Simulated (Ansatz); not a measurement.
# How far to go with shifted k-point meshes: MnF2 (Cmm2, 6 atoms in the cell)

```
MnF2
1.0
    4.84565     0.00000     0.00000
    0.00000     4.84565     0.00000
    0.00000     0.00000     3.29345
Mn F
2 4
Cartesian
  0.00000   0.00000   0.05000
  2.42283   2.42283   1.64672
  1.47792   1.47792   0.00000
  3.90075   0.94490   1.64672
  0.94490   3.90075   1.64672
  3.36773   3.36773   0.00000
```
Moments meant for the start (each program seeds them in its own way; μB, in the order of the atoms Mn Mn F F F F): 5.0 -5.0 0.0 0.0 0.0 0.0.

Method of the run: LDA (PW92), default PAW files made with PBE (plane waves; Ansatz, an electronic-structure program).

Base settings: basis.ecutwfc = 30.9 Ry; kpoints.mp_grid.grid = 4 4 7; hamiltonian.xc = lda; hamiltonian.pseudopotentials = {kind: paw} (the program's default PAW files); magnetization.spin_polarized = true; scf.occupations.method = fermi_dirac; scf.occupations.width = 0.0015 Ry.

In this ladder: kpoints.mp_grid.shift = 0.5 0.5 0.5.

Shifted meshes do not hold Γ, so a gap read on them misses any band edge there.

Only quantities that move along the ladder and can be compared are tabulated.

The count of work is k-points × plane waves × bands × iterations; it is no time. Core times come from one kind of shared machine, to one figure; runs under 30 s give none.

The starting cell has typed, rounded lattice constants, without a prior relaxation at this level. Its lattice was rescaled by up to half a per cent. One atom was moved a little off its site on purpose. The magnetic order is the one reached from the typed start; others were not searched systematically. In the base run, with a pressure of about -5 GPa the cell is away from its equilibrium volume at this level. Ansatz's pressure includes its estimate of the finite-basis (Pulay) stress.

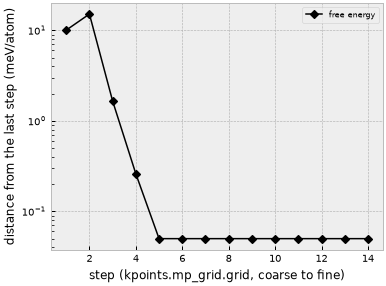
Figure. Distance from the last step along the ladder; very small values are drawn at a floor.

```csv
kpoints.mp_grid.grid,free energy less the last step's (meV/atom),pressure (GPa),largest difference of a force vector from the last step's (eV/Å),gap on the mesh (eV),count of work / last,core time / last (rough)
1 1 2,-10.06,-5.44,0.055,2.781,0.0013,–
2 2 2,-15.15,-5.77,0.035,2.481,0.0026,–
2 2 3,-1.66,-5.51,0.001,2.319,0.0057,–
3 3 4,-0.26,-5.49,0.001,2.270,0.010,–
3 3 5,-0.02,-5.48,0.000,2.215,0.016,–
4 4 5,0.00,-5.48,0.000,2.168,0.023,–
4 4 6,-0.03,-5.48,0.000,2.129,0.026,–
5 5 6,0.02,-5.48,0.000,2.096,0.035,–
5 5 7,0.00,-5.48,0.000,2.055,0.051,0.05
5 5 8,0.00,-5.48,0.000,2.025,0.051,–
6 6 9,0.02,-5.48,0.000,1.967,0.085,0.09
7 7 11,0.02,-5.48,0.000,1.913,0.14,0.1
9 9 13,0.00,-5.48,0.000,1.861,0.25,0.2
11 11 16,0.00,-5.48,0.000,1.826,0.41,0.4
15 15 22,0.00,-5.48,0.000,1.792,1.0,1
```

Coarsest kpoints.mp_grid.grid that holds the pressure within 0.05 GPa of the last step, with all finer ones: 2 2 3, at 0.0057 of the last step's count of work; the step before is off by 0.30 GPa.

Coarsest kpoints.mp_grid.grid that holds the forces within 0.01 eV/Å of the last step, with all finer ones: 2 2 3, at 0.0057 of the last step's count of work; the step before is off by 0.035 eV/Å.

Keys are those of Ansatz 0.2.
